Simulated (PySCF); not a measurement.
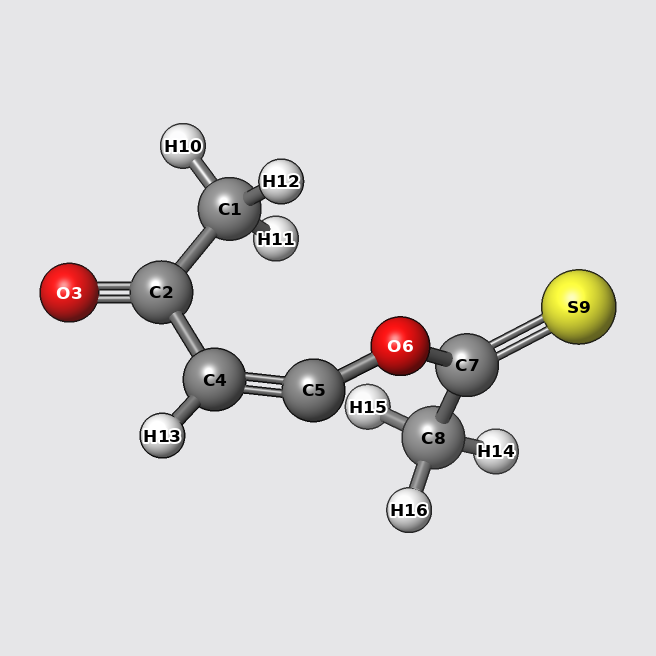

State: neutral, doublet. The geometry was computed by an optimisation with GFN2-xTB. No frequency run is at hand to confirm it as a minimum. Method: UKS B3LYP, pcH-1 on C H O S, non-relativistic (PySCF 2.14.0).

Give the isotropic hyperfine couplings (Fermi-contact term alone) of C1, C2, O3, C4, C5, O6, C7, C8, S9, H10, H11, H12, H13, H14, H15, H16.

```
atom  isotope  a_iso (MHz)
  C1      13C          5.9
  C2      13C         67.8
  O3      17O         −1.2
  C4      13C         16.6
  C5      13C        311.8
  O6      17O        −35.1
  C7      13C         −3.1
  C8      13C          2.0
  S9      33S          3.7
 H10       1H         −0.2
 H11       1H         −0.1
 H12       1H         −0.7
 H13       1H         75.4
 H14       1H          1.0
 H15       1H         −6.2
 H16       1H         −8.0
```
